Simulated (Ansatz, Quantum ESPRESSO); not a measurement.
# Si3Os (Pm-3m): zone-centre phonons

Which modes does Si3Os (Pm-3m) have at the zone centre?

Method: DFT LDA, scalar-relativistic, plane waves, JTH PAW pseudopotentials, in Quantum ESPRESSO 7.5.

The structure was built from a prototype and need not be the compound's stable phase.

### 1. Starting point

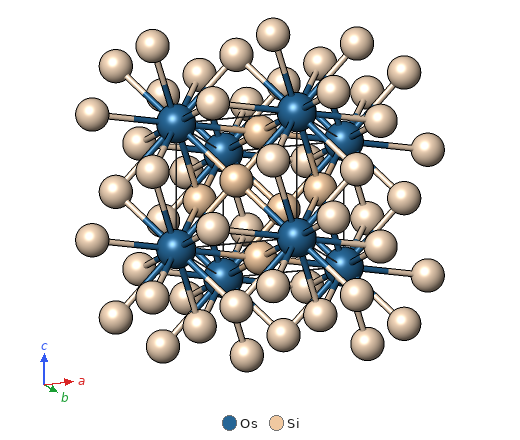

The cell as given, from a free direction (osmium blue, silicon light orange). Some periodic images of atoms are drawn too.

### 2. A probe with smearing

Before anything dear is run, a loose run with smearing shows whether this is a metal and how far the cell is from rest.

Input file probe.in:

```
 &control
    calculation='scf',
    prefix='x',
    outdir='./tmp',
    pseudo_dir='./pseudo',
    tprnfor=.true.,
    tstress=.true.,
    verbosity='high',
 /
 &system
    ibrav=1,
    celldm(1)=7.26136786,
    nat=4,
    ntyp=2,
    ecutwfc=40.0,
    ecutrho=200.0,
    occupations='smearing',
    smearing='gaussian',
    degauss=0.01,
 /
 &electrons
    conv_thr=1.0d-07,
    mixing_beta=0.7,
    electron_maxstep=100,
 /
ATOMIC_SPECIES
 Os    190.2300  Os.upf
 Si     28.0850  Si.upf
ATOMIC_POSITIONS crystal
 Os     0.000000000   0.000000000   0.000000000
 Si     0.000000000   0.500000000   0.500000000
 Si     0.500000000   0.000000000   0.500000000
 Si     0.500000000   0.500000000   0.000000000
K_POINTS automatic
 6 6 6 0 0 0
```

Run with:

```console
OMP_NUM_THREADS=1 mpirun -n 4 pw.x -nk 4 -in probe.in > probe.out
```

Log:

```text
[banners, grids, parts of the stress and lines that vanish by symmetry left out]
Program PWSCF v.7.5
     file Os.upf: wavefunction(s)  6S 0S 0P 0P 5D 0D renormalized
     file Si.upf: wavefunction(s)  0S 0P renormalized
[...]
kinetic-energy cutoff     =      40.0000  Ry
     charge density cutoff     =     200.0000  Ry
     scf convergence threshold =      1.0E-07
[...]
Exchange-correlation= SLA PW NOGX NOGC
                           (   1   4   0   0   0   0   0)
[...]
48 Sym. Ops., with inversion, found
[...]
(     0          1          0      )
                  (     0          0          1      )
[...]
(  0.0000000  1.0000000  0.0000000 )
                  (  0.0000000  0.0000000  1.0000000 )
[...]
(     0         -1          0      )
                  (     0          0          1      )
[...]
(     1          0          0      )
[...]
( -1.0000000  0.0000000  0.0000000 )
                  (  0.0000000  1.0000000  0.0000000 )
[...]
number of k points=    20  Gaussian smearing, width (Ry)=  0.0100
[...]
End of self-consistent calculation
[...]
the Fermi energy is    12.7426 ev
!    total energy              =    -811.98526121 Ry
[...]
convergence has been achieved in   8 iterations
[...]
atom    1 type  1   force =     0.00000000    0.00000000    0.00000000
     atom    2 type  2   force =     0.00000000    0.00000000    0.00000000
     atom    3 type  2   force =     0.00000000    0.00000000    0.00000000
     atom    4 type  2   force =     0.00000000    0.00000000    0.00000000
[...]
Total force =     0.000000     Total SCF correction =     0.000000
[...]
total   stress  (Ry/bohr**3)                   (kbar)     P=     -129.33
[...]
XML data file, charge density, pseudopotentials, collected wavefunctions

   JOB DONE.
```

Wall time 3.7 s (4 MPI ranks of Intel Xeon 6975P-C (Granite Rapids), shared host); 13 s of CPU time.

Numbers from this step:

```yaml
volume_per_atom: 14.18 Å³
pressure: -12.93 GPa
gap_on_the_k_mesh: 0 eV
```

No gap opens on this mesh, so smearing is kept; the start stands at -13 GPa.

### 3. Relaxation

The relaxation runs at a cutoff a fifth above that of the response, since stress converges more slowly with the basis than frequencies do. Forces and stress are brought to rest with tight thresholds.

Input file relax.in:

```
 &control
    calculation='vc-relax',
    prefix='x',
    outdir='./tmp',
    pseudo_dir='./pseudo',
    tprnfor=.true.,
    tstress=.true.,
    forc_conv_thr=2.0d-05,
    etot_conv_thr=1.0d-07,
    nstep=40,
 /
 &system
    ibrav=1,
    celldm(1)=7.26136786,
    nat=4,
    ntyp=2,
    ecutwfc=48,
    ecutrho=240.0,
    occupations='smearing',
    smearing='mv',
    degauss=0.02,
 /
 &electrons
    conv_thr=1.0d-11,
    mixing_beta=0.7,
    electron_maxstep=100,
 /
 &ions
 /
 &cell
    press_conv_thr=0.2,
 /
ATOMIC_SPECIES
 Os    190.2300  Os.upf
 Si     28.0850  Si.upf
ATOMIC_POSITIONS crystal
 Os     0.000000000   0.000000000   0.000000000
 Si     0.000000000   0.500000000   0.500000000
 Si     0.500000000   0.000000000   0.500000000
 Si     0.500000000   0.500000000   0.000000000
K_POINTS automatic
 10 10 10 0 0 0
```

Run with:

```console
OMP_NUM_THREADS=1 mpirun -n 4 pw.x -nk 4 -in relax.in > relax.out
```

Log:

```text
[banners, grids, parts of the stress and lines that vanish by symmetry left out]
[banner, memory and clock lines left out]
Program PWSCF v.7.5

[...]
kinetic-energy cutoff     =      48.0000  Ry
     charge density cutoff     =     240.0000  Ry
     scf convergence threshold =      1.0E-11
[...]
energy convergence thresh.=      1.0E-07
     force convergence thresh. =      2.0E-05
     press convergence thresh. =      2.0E-01
     Exchange-correlation= SLA PW NOGX NOGC
                           (   1   4   0   0   0   0   0)
[...]
48 Sym. Ops., with inversion, found
[...]
number of k points=    56  Marzari-Vanderbilt smearing, width (Ry)=  0.0200
[...]
c_bands:  1 eigenvalues not converged
[...]
End of self-consistent calculation
[...]
the Fermi energy is    12.7626 ev
!    total energy              =    -811.98327641 Ry
[...]
convergence has been achieved in  12 iterations
[...]
atom    1 type  1   force =     0.00000000    0.00000000    0.00000000
     atom    2 type  2   force =     0.00000000    0.00000000    0.00000000
     atom    3 type  2   force =     0.00000000    0.00000000    0.00000000
     atom    4 type  2   force =     0.00000000    0.00000000    0.00000000
     Total force =     0.000000     Total SCF correction =     0.000000
[...]
total   stress  (Ry/bohr**3)                   (kbar)     P=     -126.00
[...]
number of bfgs steps    =   0
[...]
CELL_PARAMETERS (alat=  7.26136786)
[...]
ATOMIC_POSITIONS (crystal)
Os               0.0000000000        0.0000000000        0.0000000000
Si               0.0000000000        0.5000000000        0.5000000000
Si               0.5000000000        0.0000000000        0.5000000000
Si               0.5000000000        0.5000000000        0.0000000000
[...]
New effective cutoffs (rho, wfc):  250.19   50.12
[...]
End of self-consistent calculation
[...]
the Fermi energy is    13.9114 ev
!    total energy              =    -811.99708245 Ry
[...]
convergence has been achieved in  11 iterations
[...]
atom    1 type  1   force =     0.00000000    0.00000000    0.00000000
     atom    2 type  2   force =     0.00000000    0.00000000    0.00000000
     atom    3 type  2   force =     0.00000000    0.00000000    0.00000000
     atom    4 type  2   force =     0.00000000    0.00000000    0.00000000
     Total force =     0.000000     Total SCF correction =     0.000000
[...]
total   stress  (Ry/bohr**3)                   (kbar)     P=      -37.27
[...]
number of bfgs steps    =   1
[...]
CELL_PARAMETERS (alat=  7.26136786)
[...]
ATOMIC_POSITIONS (crystal)
[...]
New effective cutoffs (rho, wfc):  254.58   50.99
[...]
End of self-consistent calculation
[...]
the Fermi energy is    14.3913 ev
!    total energy              =    -811.99807202 Ry
[...]
convergence has been achieved in  11 iterations
[...]
atom    1 type  1   force =     0.00000000    0.00000000    0.00000000
     atom    2 type  2   force =     0.00000000    0.00000000    0.00000000
     atom    3 type  2   force =     0.00000000    0.00000000    0.00000000
     atom    4 type  2   force =     0.00000000    0.00000000    0.00000000
     Total force =     0.000000     Total SCF correction =     0.000000
[...]
total   stress  (Ry/bohr**3)                   (kbar)     P=        6.86
[...]
number of bfgs steps    =   2
[...]
CELL_PARAMETERS (alat=  7.26136786)
[...]
ATOMIC_POSITIONS (crystal)
[...]
New effective cutoffs (rho, wfc):  253.90   50.86
[...]
End of self-consistent calculation
[...]
the Fermi energy is    14.3168 ev
!    total energy              =    -811.99810318 Ry
[...]
convergence has been achieved in  10 iterations
[...]
atom    1 type  1   force =     0.00000000    0.00000000    0.00000000
     atom    2 type  2   force =     0.00000000    0.00000000    0.00000000
     atom    3 type  2   force =     0.00000000    0.00000000    0.00000000
     atom    4 type  2   force =     0.00000000    0.00000000    0.00000000
     Total force =     0.000000     Total SCF correction =     0.000000
[...]
total   stress  (Ry/bohr**3)                   (kbar)     P=       -0.30
[...]
number of bfgs steps    =   3
[...]
CELL_PARAMETERS (alat=  7.26136786)
[...]
ATOMIC_POSITIONS (crystal)
[...]
New effective cutoffs (rho, wfc):  253.93   50.86
[...]
End of self-consistent calculation
[...]
the Fermi energy is    14.3199 ev
!    total energy              =    -811.99810324 Ry
[...]
convergence has been achieved in   8 iterations
[...]
atom    1 type  1   force =     0.00000000    0.00000000    0.00000000
     atom    2 type  2   force =     0.00000000    0.00000000    0.00000000
     atom    3 type  2   force =     0.00000000    0.00000000    0.00000000
     atom    4 type  2   force =     0.00000000    0.00000000    0.00000000
     Total force =     0.000000     Total SCF correction =     0.000000
[...]
total   stress  (Ry/bohr**3)                   (kbar)     P=       -0.00
[...]
bfgs converged in   5 scf cycles and   4 bfgs steps
[...]
End of BFGS Geometry Optimization
     Final enthalpy           =    -811.9981032423 Ry
     File ./tmp/x.bfgs deleted, as requested
[...]
CELL_PARAMETERS (alat=  7.26136786)
[...]
ATOMIC_POSITIONS (crystal)
[...]
Si               0.5000000000        0.0000000000        0.5000000000
Si               0.5000000000        0.5000000000        0.0000000000
[...]
Final scf calculation at the relaxed structure.
[...]
kinetic-energy cutoff     =      48.0000  Ry
     charge density cutoff     =     240.0000  Ry
     scf convergence threshold =      1.0E-13
[...]
press convergence thresh. =      2.0E-01
     Exchange-correlation= SLA PW NOGX NOGC
                           (   1   4   0   0   0   0   0)
[...]
48 Sym. Ops., with inversion, found
[...]
number of k points=    56  Marzari-Vanderbilt smearing, width (Ry)=  0.0200
[...]
c_bands:  3 eigenvalues not converged
     c_bands:  2 eigenvalues not converged
     c_bands:  1 eigenvalues not converged
[...]
c_bands:  4 eigenvalues not converged
     c_bands:  1 eigenvalues not converged
[...]
End of self-consistent calculation
[...]
the Fermi energy is    14.3199 ev
!    total energy              =    -811.99810046 Ry
[...]
convergence has been achieved in  13 iterations
[...]
atom    1 type  1   force =     0.00000000    0.00000000    0.00000000
     atom    2 type  2   force =     0.00000000    0.00000000    0.00000000
     atom    3 type  2   force =     0.00000000    0.00000000    0.00000000
     atom    4 type  2   force =     0.00000000    0.00000000    0.00000000
     Total force =     0.000000     Total SCF correction =     0.000000
[...]
total   stress  (Ry/bohr**3)                   (kbar)     P=        0.01
[...]
XML data file, charge density, pseudopotentials, collected wavefunctions
```

Run time: 35 s. Hardware: 4 MPI ranks; 2.3 min of CPU time.

The steps of the relaxation:

```
step  energy less that of the first step (eV)  largest force (eV/Å)  pressure (GPa)  volume (Å³)
   1                                   0.0000                0.0000          -12.60        56.74
   2                                  -0.1878                0.0000           -3.73        53.17
   3                                  -0.2013                0.0000            0.69        51.80
   4                                  -0.2017                0.0000           -0.03        52.01
   5                                  -0.2017                0.0000            0.00        52.00
   6                                  -0.2017                0.0000            0.00        52.00
```

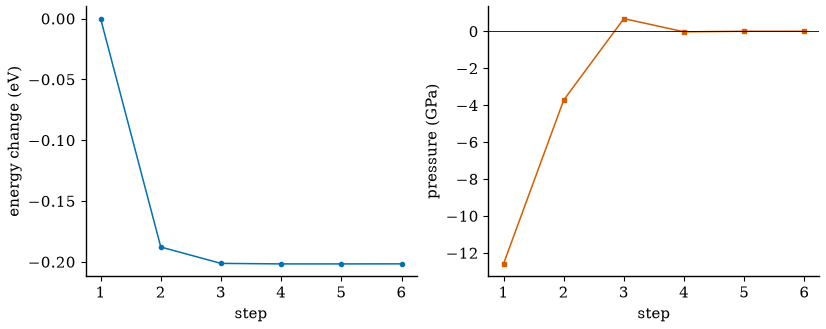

Energy and pressure along the relaxation.

```
conventional cell, symmetrised  before  after  change
                         a (Å)   3.843  3.733  -2.9 %
                         b (Å)   3.843  3.733  -2.9 %
                         c (Å)   3.843  3.733  -2.9 %
              volume (Å³/atom)   14.18  13.00  -8.3 %
```

Final coordinates:

```xyz
4
Lattice="3.7325 0.0000 0.0000 0.0000 3.7325 0.0000 0.0000 0.0000 3.7325" Properties=species:S:1:pos:R:3 pbc="T T T"
Os    0.0000    0.0000    0.0000
Si    0.0000    1.8663    1.8663
Si    1.8663    0.0000    1.8663
Si    1.8663    1.8663    0.0000
```

The last row of the table of steps is pw.x's closing run on a basis chosen anew for the final cell, so its energy can jump.

Numbers from this step:

```yaml
volume_per_atom: 13.00 Å³
pressure: 0.001 GPa
```

The volume changes by -8.3 % from the cell with which this run began.

### 4. Ground state

The response is built on this ground state, so it is converged far tighter than an energy would need. Smearing stays on, as the first look found no gap above 0.3 eV.

Input file scf.in:

```
 &control
    calculation='scf',
    prefix='x',
    outdir='./tmp',
    pseudo_dir='./pseudo',
    tprnfor=.true.,
    tstress=.true.,
 /
 &system
    ibrav=1,
    celldm(1)=7.05344256,
    nat=4,
    ntyp=2,
    ecutwfc=40.0,
    ecutrho=200.0,
    occupations='smearing',
    smearing='mv',
    degauss=0.02,
 /
 &electrons
    conv_thr=1.0d-12,
    mixing_beta=0.7,
    electron_maxstep=100,
 /
ATOMIC_SPECIES
 Os    190.2300  Os.upf
 Si     28.0850  Si.upf
ATOMIC_POSITIONS crystal
 Os     0.000000000   0.000000000   0.000000000
 Si     0.000000000   0.500000000   0.500000000
 Si     0.500000000   0.000000000   0.500000000
 Si     0.500000000   0.500000000   0.000000000
K_POINTS automatic
 10 10 10 0 0 0
```

Run with:

```console
OMP_NUM_THREADS=1 mpirun -n 4 pw.x -nk 4 -in scf.in > scf.out
```

Log:

```text
[banners, grids, parts of the stress and lines that vanish by symmetry left out]
[banner, memory and clock lines left out]
Program PWSCF v.7.5

[...]
kinetic-energy cutoff     =      40.0000  Ry
     charge density cutoff     =     200.0000  Ry
     scf convergence threshold =      1.0E-12
[...]
Exchange-correlation= SLA PW NOGX NOGC
                           (   1   4   0   0   0   0   0)
[...]
48 Sym. Ops., with inversion, found
[...]
number of k points=    56  Marzari-Vanderbilt smearing, width (Ry)=  0.0200
[...]
End of self-consistent calculation
[...]
the Fermi energy is    14.3200 ev
!    total energy              =    -811.99801160 Ry
[...]
convergence has been achieved in  16 iterations
[...]
atom    1 type  1   force =     0.00000000    0.00000000    0.00000000
     atom    2 type  2   force =     0.00000000    0.00000000    0.00000000
     atom    3 type  2   force =     0.00000000    0.00000000    0.00000000
     atom    4 type  2   force =     0.00000000    0.00000000    0.00000000
     Total force =     0.000000     Total SCF correction =     0.000000
[...]
total   stress  (Ry/bohr**3)                   (kbar)     P=       -0.26
[...]
XML data file, charge density, pseudopotentials, collected wavefunctions
```

Wall time 7.2 s (4 MPI ranks); 28 s of CPU time.

Read from the output:

| Property | Result |
| --- | --- |
| pressure | -0.02600 GPa |

The cell stands at -0.026 GPa, close enough for phonons.

(Continued in part 2 of 3.)

[Host names and launcher messages were left out of these logs when they were recorded.]

[Logs are printed without paths, hosts, clocks, repeated set-up lines and the standing remarks that a program may print on its own settings, such as how far it seeks lower states.]

[Hosts, paths, dates, database ids (printed as entryN), source tags and the programs' standing remarks are cut or masked in the printed files.]
